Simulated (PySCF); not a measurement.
# doublet [BPH6]−: levels of theory compared

Wanted: a comparison of 6 runs (UHF/STO-3G, UHF/3-21G, UB3LYP/6-31G*, U-r2SCAN/def2-SVPD, UM06-L/def2-SVPD, UTPSS/def2-SVPD) of doublet [BPH6]−. Input form: a Python script.

The calculation is run with PySCF 2.14.0.

4 further runs of the same task are left out: 1 that didn't finish, 3 set aside as unsound or not needed.

## 1. The system as given

The species is [BPH6]− (8 atoms), meant as a doublet with charge -1. As SMILES of the parent species, `[BH3-][PH3+]`. Geometry: relaxed at PBE0-D4/def2-TZVP. That shape belongs to the parent species and isn't relaxed for this state.

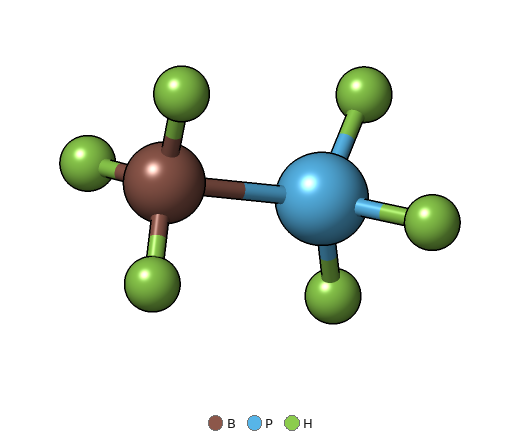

Viewed from a chosen angle; boron brown, phosphorus blue, hydrogen green.

## 2. A single-point energy at UHF/STO-3G (run 1)

job.py

```python
from pyscf import gto, scf

mol = gto.Mole()
mol.atom = '''
B     -1.050877     0.429346    -1.727210
P      0.819952    -0.343174     1.261770
H     -3.200062     0.648365    -0.982847
H     -0.695041    -1.379878    -3.076474
H     -0.104880     2.370095    -2.475352
H      0.791417     1.428066     3.248061
H      3.445160    -0.718663     1.033869
H      0.168564    -2.542060     2.612735
'''
mol.unit = 'bohr'
mol.max_memory = 1860
mol.spin = 1
mol.verbose = 4
mol.basis = 'sto-3g'
mol.charge = -1
mol.build()

mf = scf.UHF(mol)
mf.conv_tol = 1e-10
mf.kernel()
if not mf.converged:
    mf = mf.newton().run(mf.mo_coeff, mf.mo_occ)

etot = mf.e_tot
print('E = %.10f Eh' % etot)
```

Launch:

```bash
$ OMP_NUM_THREADS=1 python job.py
```

The program printed:

```text
PySCF version 2.14.0

[... 41 lines left out ...]
[... the frontier-level lines of each cycle are left out ...]
[... 72 lines left out ...]
converged SCF energy = -364.361287564635  <S^2> = 0.77332044  2S+1 = 2.023186
E = -364.3612875646 Eh
```

It took 0.54 s on 1 thread of Arm Neoverse V2, shared host; peak memory 0.098 GiB.

## 3. A single-point energy at UHF/3-21G (run 2)

calc.py

```python
from pyscf import gto

system = gto.M(
    atom='''
B       -0.556100       0.227200      -0.914000
P        0.433900      -0.181600       0.667700
H       -1.693400       0.343100      -0.520100
H       -0.367800      -0.730200      -1.628000
H       -0.055500       1.254200      -1.309900
H        0.418800       0.755700       1.718800
H        1.823100      -0.380300       0.547100
H        0.089200      -1.345200       1.382600
''',
    max_memory=1860,
    verbose=4,
    charge=-1,
    basis='3-21g',
    spin=1,
)

hf = system.UHF()
hf.conv_tol = 1e-10
hf.kernel()
if not hf.converged:
    hf = hf.newton().run(hf.mo_coeff, hf.mo_occ)

etot = hf.e_tot
print('E(%s) = %.9f' % ('HF', etot))
```

Launch:

```bash
$ OMP_NUM_THREADS=1 python calc.py
```

The program printed:

```text
PySCF version 2.14.0

[... 41 lines left out ...]
[... the frontier-level lines of each cycle are left out ...]
[... 84 lines left out ...]
converged SCF energy = -366.800665251758  <S^2> = 0.76332318  2S+1 = 2.0132791
E(HF) = -366.800665252
```

Run time: 0.7 s. Hardware: 1 thread of Arm Neoverse V2, shared host; peak memory 0.12 GiB.

Runs 3 to 5 aren't shown in full; the table further down has their settings and results.

## 4. A single-point energy at UTPSS/def2-SVPD (run 6)

input.py

```python
from pyscf import gto, dft

mol = gto.M(
    atom='''
B     -0.556100     0.227200    -0.914000
P      0.433900    -0.181600     0.667700
H     -1.693400     0.343100    -0.520100
H     -0.367800    -0.730200    -1.628000
H     -0.055500     1.254200    -1.309900
H      0.418800     0.755700     1.718800
H      1.823100    -0.380300     0.547100
H      0.089200    -1.345200     1.382600
''',
    verbose=4,
    basis='def2-svpd',
    spin=1,
    charge=-1,
    max_memory=1860,
)

mf = dft.UKS(mol)
mf.xc = 'tpss'
mf.conv_tol = 1e-10
mf.grids.level = 5
mf.kernel()
if not mf.converged:
    mf = mf.newton().run(mf.mo_coeff, mf.mo_occ)

e_tot = mf.e_tot
print('E(%s) = %.9f' % ('TPSS', e_tot))
```

Launch:

```bash
$ OMP_NUM_THREADS=1 python input.py
```

The program printed:

```text
PySCF version 2.14.0

[... 56 lines left out ...]
[... the frontier-level lines of each cycle are left out ...]
[... 3 lines left out ...]
[... 58 lines left out ...]
converged SCF energy = -369.651534853857  <S^2> = 0.75056279  2S+1 = 2.0005627
E(TPSS) = -369.651534854
```

Wall time 73 s (1 thread of Arm Neoverse V2, shared host); peak memory 0.53 GiB.

## 5. Overview of the runs

| run | level | integration grid | energy (Eh) | HOMO energy (eV) | LUMO energy (eV) | ⟨S²⟩ | wall time |
| --- | --- | --- | --- | --- | --- | --- | --- |
| 1 | UHF/STO-3G | – | -364.361288 | 9.78 | 19.35 | 0.773 | 0.54 s |
| 2 | UHF/3-21G | – | -366.800665 | 3.51 | 10.77 | 0.763 | 0.7 s |
| 3 | UB3LYP/6-31G* (spherical functions) | 5 | -369.672271 | 5.39 | 6.94 | 0.753 | 16 s |
| 4 | U-r2SCAN/def2-SVPD | 5 | -369.556991 | 2.93 | 3.95 | 0.752 | 72 s |
| 5 | UM06-L/def2-SVPD | 5 | -369.592694 | 3.06 | 3.68 | 0.751 | 89 s |
| 6 | UTPSS/def2-SVPD | 5 | -369.651535 | 3.00 | 3.50 | 0.751 | 73 s |

## 6. Summary of results

```
                                 quantity          value
                      run 6: total energy  -369.65153 Eh
run 6: HOMO energy (highest over α and β)        3.00 eV
 run 6: LUMO energy (lowest over α and β)        3.50 eV
                              run 6: ⟨S²⟩          0.751
```

What this shows: Totals of different functionals can't be ranked against each other. In runs 1, 2, 3, 4, 5, 6 the HOMO lies above zero, so the outermost electron may be held by the basis alone. In run 1 the basis is minimal, so the values are rough. All runs together took 4.2 min, the longest 89 s.
